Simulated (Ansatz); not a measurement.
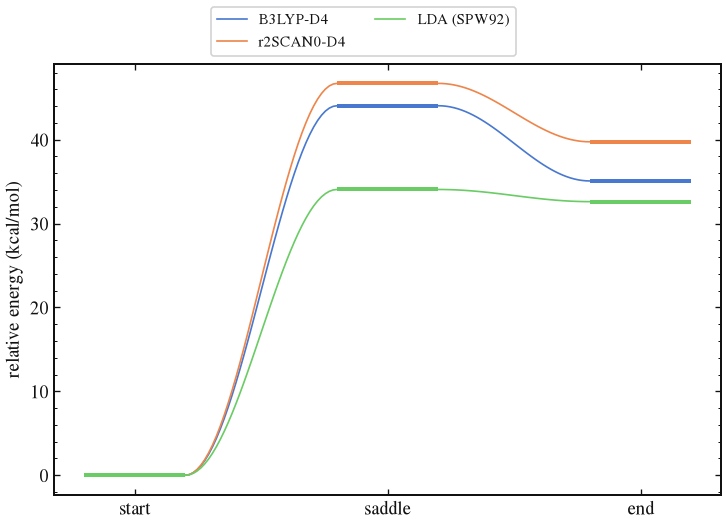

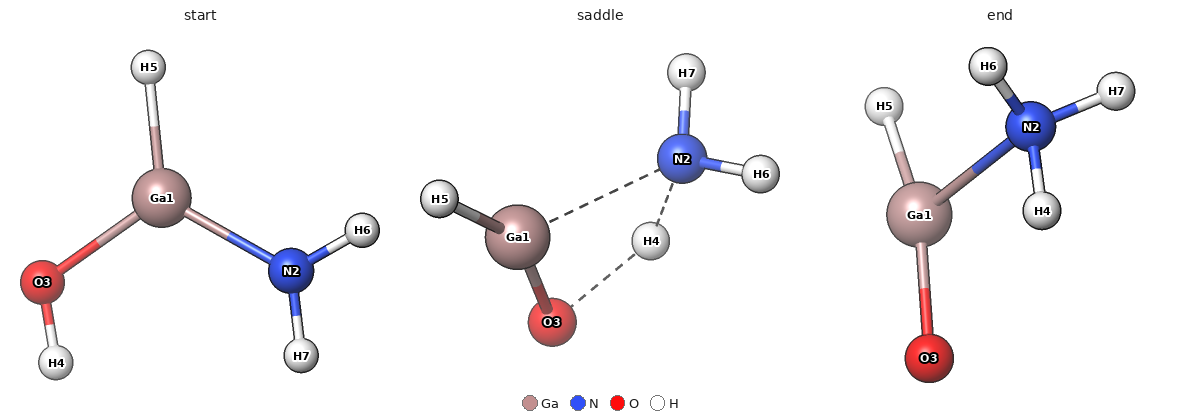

One elementary step of GaNH₄O, singlet: start, first-order saddle point (changing pairs dashed) and end. Electronic energies at PBE0-D4/def2-TZVP geometries, energies in def2-TZVPP, the Ansatz code 0.2.0; cores frozen in correlated methods, no zero-point terms. Start and end are the structures at the ends of the path (complexes, where there are several molecules). Choice of cores on heavy atoms: all below valence s p frozen. Lines between the levels only guide the eye.

Which bonds change in the step?

N2–H4 (3.12 → 1.22 → 1.02 Å) forms; O3–H4 (0.96 → 1.38 → 2.44 Å) breaks; Ga1–N2 (1.81 → 2.04 → 2.20 Å) lengthens (lengths at start, saddle and end; changes of bond order aren't listed). The imaginary mode at the saddle is 1262.2i cm⁻¹ (PBE0-D4).

Give the barriers and step energies (kcal/mol).

| level | barrier | reverse barrier | step energy |
| --- | --- | --- | --- |
| B3LYP-D4 | 44.0 | 9.0 | 35.1 |
| r2SCAN0-D4 | 46.7 | 7.0 | 39.7 |
| LDA (SPW92) | 34.1 | 1.4 | 32.6 |

Caveats, for all or some of the runs: no scalar relativity up to krypton.
